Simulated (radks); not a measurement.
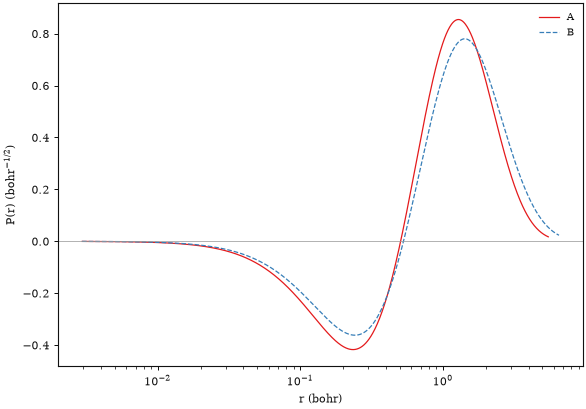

Two charge states of chlorine were computed: Cl in [Ne] 3s2 3p5 (high spin); Cl⁺ in [He] 2s2 2p5 3s2 3p5 (high spin). Computed with the in-house radial solver radks: non-relativistic Kohn-Sham, PBE, spin-polarised, spherical densities, point nucleus.

The plot shows P(r) = r R(r) of the 3p up orbital in both runs.

Question: Assign A and B.

Answer: A is Cl⁺ in [He] 2s2 2p5 3s2 3p5 (high spin) (⟨r⟩ = 1.57 bohr, eigenvalue −22.5 eV); B is Cl in [Ne] 3s2 3p5 (high spin) (⟨r⟩ = 1.83 bohr, eigenvalue −9.01 eV). Fewer electrons screen less, so the orbital shrinks.
